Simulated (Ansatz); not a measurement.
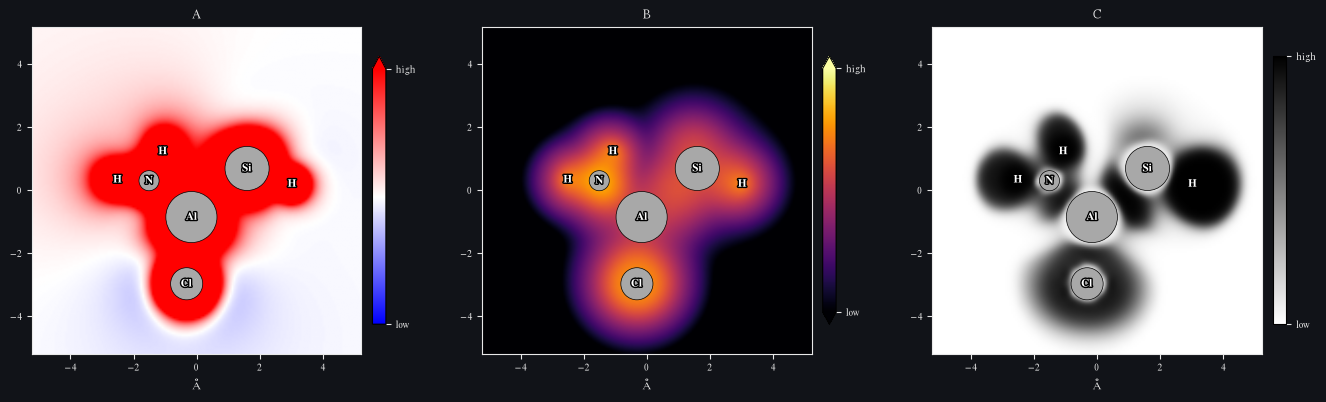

AlClH₅NSi: 3 fields on the plane of atoms N3, Al1 and Cl5, with unlabelled colour scales. Grey discs cover the atomic cores.

Not at a stationary point (largest force 1.2 eV/Å).

Method: UKS PBE0-D4/cc-pVDZ (Ansatz).

Which field does each panel show? The fields are: electron density, electron localisation function and electrostatic potential.

Answer. Panel A: electrostatic potential (strongly positive close to the atoms and fading to about zero outside). Panel B: electron density. Panel C: electron localisation function. From the grid: Al–N (1.77 Å): the density is about 0.78 e/Å³ at the midpoint; the ELF peaks at about 0.90 in the valence shell of N, 0.7 Å from its nucleus, and is about 0.55 at the midpoint. Al–Cl (2.12 Å): ρ is about 0.67 e/Å³ halfway; the ELF peaks at about 0.85 in the valence shell of Cl, 0.9 Å from its nucleus, and is about 0.80 at the midpoint.
